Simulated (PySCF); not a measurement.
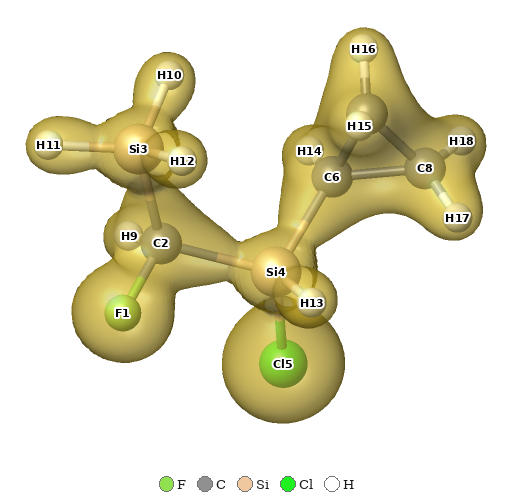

Figure. C₄H₁₀ClFSi₂. Isosurface of the electron density at 0.6 e/Å³ (yellow), seen at a tilt.

Geometry: GFN2-xTB.

Computed with PBE0/pcSseg-1, SCF density, gas phase, non-relativistic in PySCF 2.14.0.

Input

```
{"job": {"kind": "nmr", "xc": "PBE0", "basis": "pcSseg-1"}, "charge": 0, "multiplicity": 1}
F     -2.364075    -2.062341     0.450338
C     -1.595652    -1.136916    -0.273255
Si    -2.448255     0.573452    -0.087996
Si     0.220383    -1.297876     0.332220
Cl     0.954622    -3.108649    -0.175063
C      1.251816     0.045681    -0.485602
C      1.313419     1.421228     0.120936
C      2.510845     0.535291     0.176416
H     -1.674274    -1.471214    -1.314218
H     -1.746608     1.498575    -0.977023
H     -3.849300     0.421238    -0.475199
H     -2.342695     0.992994     1.308817
H      0.227454    -1.183404     1.789831
H      1.288161     0.022223    -1.569456
H      0.766742     1.601377     1.033754
H      1.333057     2.271886    -0.543826
H      2.788721     0.107804     1.127748
H      3.356882     0.774968    -0.450076
```

Run with:

```sh
OMP_NUM_THREADS=1 python probes_run.py task.json out
```

How is the density connected at this value?

At this value the surface is in one piece. It bridges the sampled C–F (1.40 Å), C–C (1.49 Å), C–Si (1.88 Å) and Si–Cl (2.02 Å) contacts, where the density stays above the isovalue. On the grid the lowest density along these lines, outside the cores, is 1.5 e/Å³ (C–F, 1.40 Å), 1.6 e/Å³ (C–C, 1.49 Å), 0.81 e/Å³ (C–Si, 1.88 Å) and 0.69 e/Å³ (Si–Cl, 2.02 Å).
